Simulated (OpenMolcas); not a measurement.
**CH4AlNO (SMILES C1[NH][AlH][O]1): methods side by side**

CH4AlNO has 8 atoms, charge 0, and is taken as a singlet. SMILES: `C1[NH][AlH][O]1`. Geometry: relaxed at PBE0-D4/def2-TZVP.

Each level gives the dipole moment (D). The values are calculated.

| level | kind | program | value (D) | CPU time |
| --- | --- | --- | --- | --- |
| HF/def2-SVPD | Hartree–Fock | OpenMolcas | 2.19 | 17 s |
| SVWN5/def2-SVPD | LDA | OpenMolcas | 1.95 | 35 s |
| PBE/def2-SVPD | GGA | OpenMolcas | 1.91 | 50 s |
| revPBE/def2-SVPD | GGA | OpenMolcas | 1.90 | 49 s |
| TPSS/def2-SVPD | meta-GGA | OpenMolcas | 1.90 | 61 s |
| r2SCAN/def2-SVPD | meta-GGA | OpenMolcas | 1.95 | 57 s |
| B3LYP/def2-SVPD | global hybrid | OpenMolcas | 2.00 | 45 s |
| M06-2X/def2-SVPD | hybrid meta-GGA | OpenMolcas | 2.02 | 57 s |

The values span 1.90 to 2.19 D. Magnitudes only. CPU times are rough (shared hosts, several kinds of processor and program).

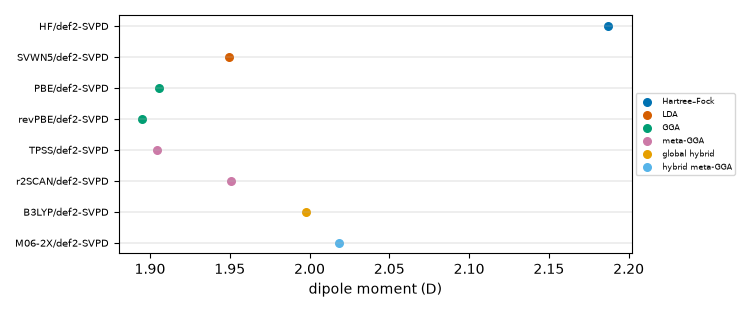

The values of the table, level by level.
